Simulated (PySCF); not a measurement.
```xyz
4

B     0.0050    0.0023   -0.0116
H    -0.1531    1.1985   -0.0240
H    -0.9518   -0.7327   -0.0161
H     1.1199   -0.4588    0.0053
```

Geometry: PBE0-D3(BJ)/def2-SVP.

Theory: DFT single point, gas phase, functional M06-2X in PySCF.

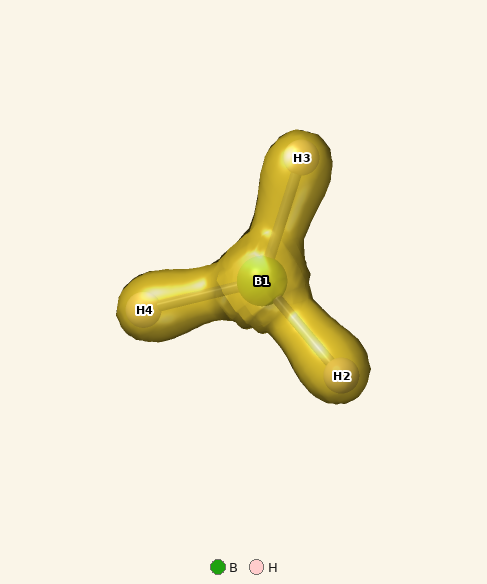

BH3 (borane). Isosurface of the electron density at 1 e/Å³ (yellow), seen at a tilt.

Question: How is the density connected at this value?

Answer: At this value the surface is in one piece. It bridges the sampled B–H (1.21 Å) contacts, where the density stays above the isovalue. On the grid the lowest density along these lines, outside the cores, is 1.3 e/Å³ (B–H, 1.21 Å).
